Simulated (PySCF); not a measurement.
```xyz
16
charge 0, multiplicity 1
C     2.6075    0.2666   -0.0928
C     1.3726   -0.1351   -0.3308
C     0.1617    0.3660    0.3755
C    -0.9001    0.9071   -0.6183
Si   -2.0924   -0.5268   -0.2092
C    -0.6491   -0.7945    1.0118
H     2.8247    1.0139    0.6536
H     3.4543   -0.1280   -0.6292
H     1.1766   -0.8861   -1.0869
H     0.4541    1.1163    1.1135
H    -0.5265    0.9742   -1.6384
H    -1.2507    1.8991   -0.3412
H    -2.2465   -1.5450   -1.2495
H    -3.3883   -0.1639    0.3652
H    -0.8800   -0.6072    2.0584
H    -0.1257   -1.7478    0.9659
```

What structure does this define?

Formula C₅H₁₀Si. Its SMILES string is `C=CC1C[SiH2]C1`. Independent rings (smallest set): 1 of 4 members. Among its groups: alkene, Si–H bond. The point group is Cs. Coordination, clear cases only: 2 C trigonal planar; 1 C tetrahedral.

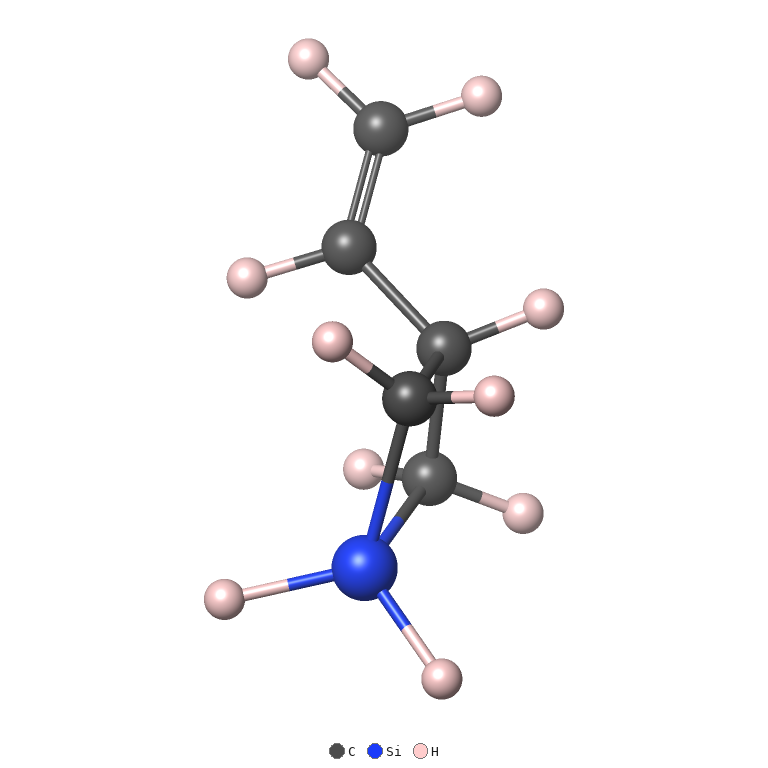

Source: calculation with PySCF.
